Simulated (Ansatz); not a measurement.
# (ZnS)2(CuCl)2 [001] superlattice, started as zinc blende: relaxing the cell for a phonon run

Aim: bring (ZnS)2(CuCl)2 [001] superlattice, started as zinc blende to small forces and stress, as phonons need.

Main program and level: Ansatz 0.2.0; DFT PBE, scalar-relativistic, plane waves, PAW.

The structure was built from a prototype and need not be the compound's stable phase.

**1. The structure**

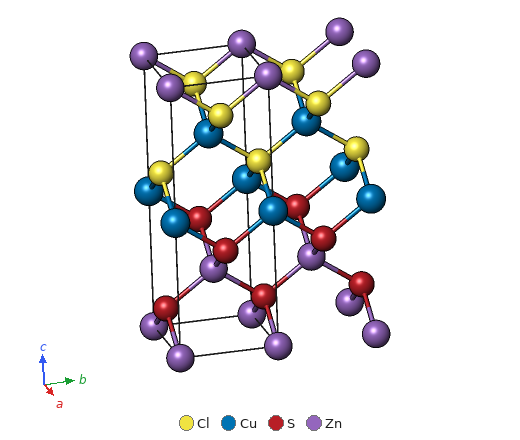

The starting structure, seen slightly off an axis (chlorine yellow, copper blue, sulfur red, zinc purple). 1×2×1 cells are drawn. Some periodic images of atoms are drawn too.

**2. Probe on a coarse mesh**

First a cheap look: the gap decides the mesh and the occupations, the pressure tells how far the cell has to move.

input.yaml reads:

```yaml
crystal:
  lattice:
    - [2.705, 2.705, 0.0]
    - [-2.705, 2.705, 0.0]
    - [0.0, 0.0, 10.82]
  atoms:
    - { symbol: Cl, position: [0.5, 0.0, 0.625] }
    - { symbol: Cl, position: [1.0, 0.5, 0.875] }
    - { symbol: Cu, position: [0.0, 0.0, 0.5] }
    - { symbol: Cu, position: [0.5, 0.5, 0.75] }
    - { symbol: S, position: [0.5, 0.0, 0.125] }
    - { symbol: S, position: [1.0, 0.5, 0.375] }
    - { symbol: Zn, position: [0.0, 0.0, 0.0] }
    - { symbol: Zn, position: [0.5, 0.5, 0.25] }
kpoints:
  mp_grid: { grid: [6, 6, 2] }
hamiltonian:
  xc: pbe
scf:
  occupations: { method: gaussian, width: 0.1 }
output:
  forces: true
  stress: true
  eigenvalues: true
```

Run with:

```bash
$ ansatz run input.yaml --threads 8 --pin off --max-ram 14336MiB --backend cpu --events-out ev --progress --plain --runs-dir out
```

Numbers of over 12 decimals in the logs are rounded to 6 here.

The log of the run:

```text
Engine: ansatz 0.2.0, aarch64-unknown-linux-gnu
Pseudopotentials: kind: paw
Pseudopotential: Cl, paw, valence charge 7, recommended cutoff 420 eV (normal), Cl.paw.azcp
Pseudopotential: Cu, paw, valence charge 19, recommended cutoff 420 eV (normal), Cu.paw.azcp
Pseudopotential: S, paw, valence charge 6, recommended cutoff 420 eV (normal), S.paw.azcp
[...]
k-point 0: bands = [... 40 lower, 6.2996, 7.2240, 7.3132, 7.4532, 7.8695, 9.3696, 9.7436, 10.5265, ... 3 higher]
  k-point 1: bands = [... 40 lower, 6.3589, 6.8748, 7.2768, 7.8511, 8.2039, 9.0514, 9.7055, 10.0482, ... 3 higher]
  k-point 2: bands = [... 40 lower, 6.3929, 7.0594, 7.2810, 7.3155, 8.3218, 9.7100, 10.1295, 10.6225, ... 3 higher]
  k-point 31: bands = [... 40 lower, 6.3520, 6.3851, 6.4547, 6.5868, 9.8608, 9.9847, 10.0114, 11.0328, ... 3 higher]
[key lines of the parts left out:]
SCF converged after 11 iterations
Free energy (F): -23855.711375 eV
Fermi energy:    7.949346 eV
P = ⅓ Tr σ = 0.9775 GPa (9.775 kbar)
```

It took 3.8 s on 8 threads of Arm Neoverse V2, shared host; peak memory 0.69 GiB; 27 s of CPU time.

This run has no spin polarisation, although Cu can carry a moment.

Numbers from this step:

```yaml
pressure: 0.9775 GPa
volume_per_atom: 19.79 Å³
gap_on_the_k_mesh: 0 eV
```

The coarse mesh shows no gap and a pressure of 1.0 GPa.

**3. Coarse relaxation**

The start is far from rest, so a relaxation with loose tolerances brings it close first.

input.yaml, as its differences from that of step 2:

```diff
@@ -24 +24,6 @@
   eigenvalues: true
+relax:
+  adjacent_minimum: "off"
+  f_tol: 0.05
+  max_steps: 80
+  cell: { stress_tol: 0.5 }
```

The log of the run:

```text
[...]
Crystal: 8 atoms, lattice volume = 158.340 Å³
Basis set: ecut = 420 eV, 3061 PW (Γ), exchange–correlation on 54×54×150 points (8 copies of the dense FFT grid, shifted against one another)
Bands: 53, of which v1, the nominal top of the filled ones, is band 44 counted from 1 (43 counted from 0)
Symmetry: 4 space group operations
[...]
k-points: 32 of 72
[...]
- [-2.808541, 2.808541, 0]
    - [0, 0, 10.790827]
  atoms:
    - { symbol: Cl, position: [0.500000, 0, 0.634885] }
    - { symbol: Cl, position: [1.0, 0.5, 0.882318] }
    - { symbol: Cu, position: [0, 0, 0.464739] }
    - { symbol: Cu, position: [0.500000, 0.500000, 0.727520] }
    - { symbol: S, position: [0.500000, 0, 0.129577] }
    - { symbol: S, position: [1.0, 0.5, 0.379459] }
    - { symbol: Zn, position: [0, 0, 0.017867] }
    - { symbol: Zn, position: [0.500000, 0.500000, 0.263636] }
[key lines of the parts left out:]
SCF converged after 7 iterations
Free energy (F): -23856.168771 eV
Fermi energy:    6.978017 eV
P = ⅓ Tr σ = -0.0225 GPa (-0.225 kbar)
```

Wall time 38 s (8 threads); peak memory 0.77 GiB.

Step by step:

```
step  energy less that of the first step (eV)  largest force component (eV/Å)  pressure (GPa)  volume (Å³)
   1                                   0.0000                          1.3201            0.98       158.34
   2                                  -0.2091                          0.8219            0.62       159.60
   3                                  -0.4006                          0.3002            0.32       162.30
   4                                  -0.4298                          0.2085            0.23       163.08
   5                                  -0.4484                          0.1884           -0.20       166.11
   6                                  -0.4527                          0.0805            0.35       165.23
   7                                  -0.4538                          0.0601           -0.12       166.51
   8                                  -0.4547                          0.0108           -0.02       166.08
  9*                                  -0.4574                          0.0108           -0.02       166.08
```

Relaxation steps marked * repeat the geometry before them on a plane-wave basis chosen anew for their cell, so energy and pressure can jump there.

Forces are held to the 4 operations that the run works with; a distortion that breaks them can't arise in this run.

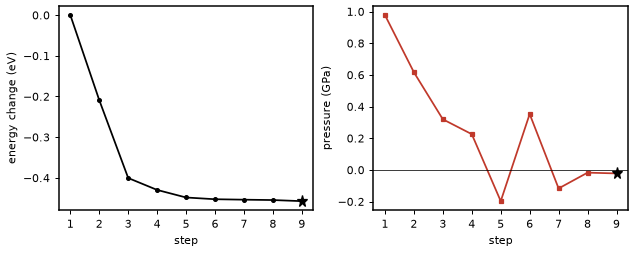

Energy and pressure along the relaxation. Stars mark steps on a basis chosen anew.

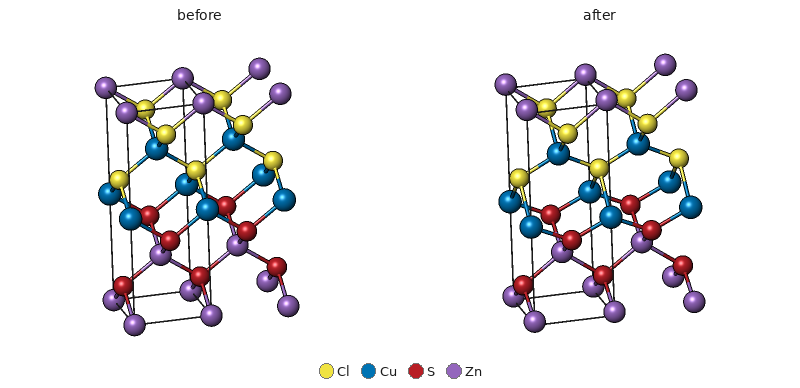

The structure before and after the relaxation, drawn at the same scale.

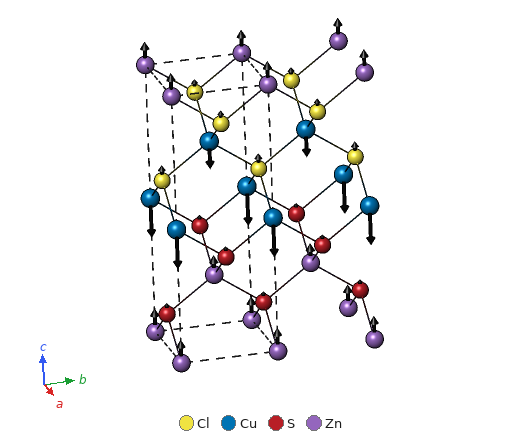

Displacements in the relaxation, exaggerated, measured against the changing cell; the longest in the cell stands for 0.38 Å. 1×2×1 cells are drawn. Some periodic images of atoms are drawn too.

```
conventional cell, symmetrised  before   after  change
                         a (Å)   3.825   3.875  +1.3 %
                         b (Å)   3.825   3.972  +3.8 %
                         c (Å)  10.820  10.791  -0.3 %
              volume (Å³/atom)   19.79   20.76  +4.9 %
```

The atoms that moved most (Å, as changes of fractional coordinates times the final cell):

```
atom     dx     dy      dz  length
 Cu3  0.000  0.000  -0.380   0.380
 Cu4  0.000  0.000  -0.243   0.243
 Zn7  0.000  0.000   0.193   0.193
 Zn8  0.000  0.000   0.147   0.147
 Cl1  0.000  0.000   0.107   0.107
 Cl2  0.000  0.000   0.079   0.079
  S5  0.000  0.000   0.049   0.049
  S6  0.000  0.000   0.048   0.048
```

A gap read on the k-mesh alone can miss the band edges.

This step gave:

* pressure: -0.02252 GPa
* volume per atom: 20.76 Å³
* gap on the k-mesh: 0.4586 eV
* direct gap on mesh: 0.4668 eV

In this step the volume went from 19.79 to 20.76 Å³/atom.

**4. Relaxation**

Harmonic phonons are second derivatives at a point where the forces vanish, and they are wanted at zero stress, so atoms and cell are relaxed first.

input.yaml reads:

```yaml
crystal:
  lattice:
    - [2.7399806821, 2.7399806821, 0.0]
    - [-2.8085406177, 2.8085406177, 0.0]
    - [0.0, 0.0, 10.7908270241]
  atoms:
    - { symbol: Cl, position: [0.5, 0.0, 0.6348847694] }
    - { symbol: Cl, position: [1.0, 0.5, 0.8823177035] }
    - { symbol: Cu, position: [0.0, 0.0, 0.4647391142] }
    - { symbol: Cu, position: [0.5, 0.5, 0.7275197495] }
    - { symbol: S, position: [0.5, 0.0, 0.1295769089] }
    - { symbol: S, position: [1.0, 0.5, 0.3794586788] }
    - { symbol: Zn, position: [0.0, 0.0, 0.0178671052] }
    - { symbol: Zn, position: [0.5, 0.5, 0.2636359705] }
kpoints:
  mp_grid: { grid: [8, 8, 4] }
hamiltonian:
  xc: pbe
scf:
  occupations: { method: gaussian, width: 0.02 }
output:
  forces: true
  stress: true
  eigenvalues: true
relax:
  adjacent_minimum: "off"
  f_tol: 0.005
  max_steps: 80
  cell: { stress_tol: 0.05 }
```

The log of the run:

```text
[...]
Crystal: 8 atoms, lattice volume = 166.078 Å³
Basis set: ecut = 420 eV, 3293 PW (Γ), exchange–correlation on 54×54×150 points (8 copies of the dense FFT grid, shifted against one another)
Bands: 53, of which v1, the nominal top of the filled ones, is band 44 counted from 1 (43 counted from 0)
Symmetry: 4 space group operations
[...]
k-points: 75 of 256 (time reversal used)
[...]
SCF iter   1: F=—  HF=-23856.177745 eV  |F-HF|=—  |Δ(HF+E_count)|=         —  Δρ=2.51e-3  dr2=3.50e-2  ethr=1.77e-3  ⟨swp⟩=7.2  Hψ=15877  notcnv=0  defer=3
[...]
SCF iter  10: F=-23856.171703 eV  HF=-23856.171703 eV  |F-HF|=2.06e-8  |Δ(HF+E_count)|=   2.46e-7  Δρ=6.56e-6  dr2=6.56e-8  ethr=1.14e-10  ⟨swp⟩=8.5  Hψ=17048  notcnv=0
SCF 1 converged in 10 iterations: F = -23856.171703 eV  dr2 = 6.56e-8
[...]
relax step   1: F+E_penalty+E_count = -23856.17170341 eV  Δ(F+E_penalty+E_count) = +0.000e0 eV  max|allowed force component| = 1.171e-2 eV/Å  Δτ_max = 0.0000 Å  P = -0.024 GPa  Ω = 166.078 Å³  (10 SCF iters, dr2 threshold 1.00e-7 eV, accepted)
Crystal: 8 atoms, lattice volume = 166.043 Å³
[...]
SCF iter   7: F=-23856.171746 eV  HF=-23856.171746 eV  |F-HF|=1.78e-9  |Δ(HF+E_count)|=   2.81e-9  Δρ=1.58e-6  dr2=3.58e-9  ethr=9.74e-12  ⟨swp⟩=4.0  Hψ=13277  notcnv=0
SCF 2 converged in 7 iterations: F = -23856.171746 eV  dr2 = 3.58e-9
relax step   2: F+E_penalty+E_count = -23856.17174605 eV  Δ(F+E_penalty+E_count) = -4.264e-5 eV  max|allowed force component| = 6.168e-3 eV/Å  Δτ_max = 0.0019 Å  P = -0.009 GPa  Ω = 166.043 Å³  energy of the carried Pulay correction = +1.191e-5 eV  (7 SCF iters, dr2 threshold 8.57e-9 eV, accepted)
Crystal: 8 atoms, lattice volume = 166.019 Å³
[...]
SCF iter   8: F=-23856.171763 eV  HF=-23856.171763 eV  |F-HF|=1.82e-11  |Δ(HF+E_count)|=  4.58e-10  Δρ=8.25e-7  dr2=1.00e-9  ethr=2.70e-12  ⟨swp⟩=4.0  Hψ=13103  notcnv=0
SCF 3 converged in 8 iterations: F = -23856.171763 eV  dr2 = 1.00e-9
relax step   3: F+E_penalty+E_count = -23856.17176268 eV  Δ(F+E_penalty+E_count) = -1.663e-5 eV  max|allowed force component| = 1.022e-3 eV/Å  Δτ_max = 0.0016 Å  P = +0.000 GPa  Ω = 166.019 Å³  energy of the carried Pulay correction = +2.003e-5 eV  (8 SCF iters, dr2 threshold 2.38e-9 eV, accepted)
[...]
SCF iter   1: F=—  HF=-23856.171782 eV  |F-HF|=—  |Δ(HF+E_count)|=         —  Δρ=1.57e-6  dr2=2.50e-9  ethr=1.89e-7  ⟨swp⟩=3.1  Hψ=27091  notcnv=0
eigensolver tolerance schedule: the retry pair's looser diagonalisation over-reported the residual by 66411.61 of it (diagonalisation noise at an unbounded share of the residual, at the tolerance the schedule requests for it); recorded, not acted on — ethr = c·dr2/N_el stays at c = 1.0e-1
[...]
SCF iter   2: F=—  HF=-23856.171746 eV  |F-HF|=—  |Δ(HF+E_count)|=   3.59e-5  Δρ=1.48e-6  dr2=2.25e-9  ethr=2.84e-12  ⟨swp⟩=3.2  Hψ=10558  notcnv=0
[...]
SCF iter   6: F=-23856.171746 eV  HF=-23856.171746 eV  |F-HF|=1.09e-11  |Δ(HF+E_count)|=  1.46e-11  Δρ=1.19e-7  dr2=3.32e-11  ethr=1.00e-12  ⟨swp⟩=4.1  Hψ=12942  notcnv=0
SCF 4 converged in 6 iterations: F = -23856.171746 eV  dr2 = 3.32e-11
relax step   4: F+E_penalty+E_count = -23856.17174578 eV  Δ(F+E_penalty+E_count) = +1.690e-5 eV  max|allowed force component| = 1.017e-3 eV/Å  Δτ_max = 0.0000 Å  P = +0.000 GPa  Ω = 166.019 Å³  stress off target by 4.50e-3 GPa  SCF on the basis re-selected at this cell (its energy is not comparable with the rows above)  (6 SCF iters)
basis re-selected at this cell: Δ(F+E_penalty+E_count) = +1.690e-5 eV, ΔP = -0.000 GPa vs the last step (what re-selecting the basis moved, of the pressure what is left beyond the Pulay correction that the steps carried, after the strain that the cell walked since its last selection, with what the two solves' SCF thresholds leave and, on support functions, any second-order correction that the steps lacked; it is no m [...]
SCF converged after 6 iterations
Free energy (F): -23856.171746 eV
[...]
Internal energy: -23856.171746 eV  (E = F + TS)
E sigma→0 (E₀):  -23856.171746 eV
Fermi energy:    6.962176 eV
[...]
--- Forces (eV/Å), atoms counted from 1 ---
  atom   1  Cl    -0.00000000     0.00000000    -0.00073424
  atom   2  Cl    -0.00000000    -0.00000000    -0.00031681
  atom   3  Cu    -0.00000000     0.00000000     0.00038748
  atom   4  Cu     0.00000000     0.00000000     0.00101694
  atom   5  S      0.00000000    -0.00000000     0.00016718
  atom   6  S     -0.00000000    -0.00000000    -0.00033608
  atom   7  Zn     0.00000000    -0.00000000    -0.00011412
  atom   8  Zn     0.00000000    -0.00000000    -0.00007017
  max |Σ_I F_I| component: 1.79e-7 eV/Å
--- Stress (GPa, compression-positive) ---
        0.000398      -0.004106       0.000000
       -0.004106       0.000398       0.000000
        0.000000       0.000000       0.000634
  P = ⅓ Tr σ = 0.0005 GPa (0.005 kbar)
--- Band table (eV; the first three rows and the last of 75) ---
  k-point 0: bands = [... 40 lower, 6.0172, 6.0308, 6.2824, 6.7242, 7.1925, 8.9848, 9.0657, 9.6669, ... 5 higher]
  k-point 1: bands = [... 40 lower, 6.0142, 6.0276, 6.1672, 6.7124, 7.4477, 8.8172, 9.0720, 9.5460, ... 5 higher]
  k-point 2: bands = [... 40 lower, 5.9958, 6.0384, 6.0520, 6.7003, 7.7721, 8.5272, 9.0864, 9.4846, ... 5 higher]
  k-point 74: bands = [... 40 lower, 5.4643, 5.5255, 5.6786, 5.8109, 9.2237, 9.5451, 9.5602, 10.3781, ... 5 higher]
--- Relaxed structure (3 steps of the walk, 3 accepted, 1 SCFs on fresh bases) ---
[...]
cell:  # Å, volume = 166.0192 Å³
    - [2.740322, 2.740322, 0]
    - [-2.807415, 2.807415, 0]
    - [0, 0, 10.789964]
  atoms:
    - { symbol: Cl, position: [0.5, 0, 0.634561] }
    - { symbol: Cl, position: [1.000000, 0.5, 0.882439] }
    - { symbol: Cu, position: [0, 0, 0.464662] }
    - { symbol: Cu, position: [0.500000, 0.500000, 0.727479] }
    - { symbol: S, position: [0.5, 0, 0.129682] }
    - { symbol: S, position: [1.000000, 0.5, 0.379439] }
    - { symbol: Zn, position: [0, 0, 0.018056] }
    - { symbol: Zn, position: [0.500000, 0.500000, 0.263682] }
```

Run time: 38 s. Hardware: 8 threads; peak memory 0.99 GiB; 4.9 min of CPU time.

Little changed from the start: no atom moved by 0.005 Å and no cell edge by 0.1 %.

Numbers from this step:

| Item | Value |
| --- | --- |
| pressure | 4.76e-4 GPa |
| gap on the k-mesh | 0.4617 eV |
| volume per atom | 20.75 Å³ |
| direct gap on mesh | 0.4682 eV |

In this step the volume went from 20.76 to 20.75 Å³/atom.

**5. Tight relaxation**

Phonons need a cell at rest on their own settings, so the relaxation is repeated with tight tolerances on forces and stress on the k mesh and occupations of the first response run.

input.yaml reads:

```yaml
crystal:
  lattice:
    - [2.7403223128, 2.7403223128, 0.0]
    - [-2.8074150444, 2.8074150444, 0.0]
    - [0.0, 0.0, 10.7899636415]
  atoms:
    - { symbol: Cl, position: [0.5, 0.0, 0.6345608384] }
    - { symbol: Cl, position: [1.0, 0.5, 0.8824392107] }
    - { symbol: Cu, position: [0.0, 0.0, 0.4646618703] }
    - { symbol: Cu, position: [0.5, 0.5, 0.7274790334] }
    - { symbol: S, position: [0.5, 0.0, 0.1296823767] }
    - { symbol: S, position: [1.0, 0.5, 0.3794389012] }
    - { symbol: Zn, position: [0.0, 0.0, 0.0180556099] }
    - { symbol: Zn, position: [0.5, 0.5, 0.2636821594] }
kpoints:
  mp_grid: { grid: [8, 8, 4] }
hamiltonian:
  xc: pbe
scf:
  occupations: { method: fixed }
output:
  forces: true
  stress: true
  eigenvalues: true
relax:
  adjacent_minimum: "off"
  f_tol: 0.001
  max_steps: 60
  cell: { stress_tol: 0.01 }
```

The log of the run:

```text
[...]
Crystal: 8 atoms, lattice volume = 166.019 Å³
Basis set: ecut = 420 eV, 3293 PW (Γ), exchange–correlation on 54×54×150 points (8 copies of the dense FFT grid, shifted against one another)
Bands: 53, of which v1, the nominal top of the filled ones, is band 44 counted from 1 (43 counted from 0)
Symmetry: 4 space group operations
[...]
- [-2.807376, 2.807376, 0]
    - [0, 0, 10.790349]
  atoms:
    - { symbol: Cl, position: [0.500000, 0, 0.634560] }
    - { symbol: Cl, position: [1.000000, 0.500000, 0.882439] }
    - { symbol: Cu, position: [0, 0, 0.464663] }
    - { symbol: Cu, position: [0.5, 0.5, 0.727486] }
    - { symbol: S, position: [0.500000, 0, 0.129682] }
    - { symbol: S, position: [1.000000, 0.500000, 0.379436] }
    - { symbol: Zn, position: [0, 0, 0.018054] }
    - { symbol: Zn, position: [0.5, 0.5, 0.263679] }
[key lines of the parts left out:]
SCF converged after 7 iterations
Free energy (F): -23856.171745 eV
Fermi energy:    6.730949 eV
P = ⅓ Tr σ = 0.0003 GPa (0.003 kbar)
```

The job ended after 30 s (8 threads; peak memory 0.97 GiB).

Little changed from the start: no atom moved by 0.005 Å and no cell edge by 0.1 %.

Numbers from this step:

- pressure: 3.05e-4 GPa
- gap on the k-mesh: 0.4614 eV
- direct gap on mesh: 0.4680 eV

The largest force component left is 0.86 meV/Å and the pressure is 0.000 GPa, within the tolerances set. The cell now holds 20.75 Å³/atom.

**6. Outcome**

- space group after relaxation (within 0.01 Å): Pmm2
- lattice constant a: 3.875 Å
- lattice constant b: 3.970 Å
- lattice constant c: 10.790 Å
- volume per atom: 20.8 Å³
- gap on the k-mesh: 0.461 eV

The largest force component left is 0.86 meV/Å and the pressure is 0.000 GPa, within the tolerances set. The cell now holds 20.75 Å³/atom. The relaxation keeps the symmetry of its start, so it says nothing on stability against lower symmetry. The starting cell was built on a prototype and not taken from a measurement, so the phase need not exist.

[Logs are printed without paths, hosts, clocks, repeated set-up lines and the standing remarks that a program may print on its own settings, such as how far it seeks lower states.]

[Hosts, paths, dates, database ids (printed as entryN), source tags and the programs' standing remarks are cut or masked in the printed files.]
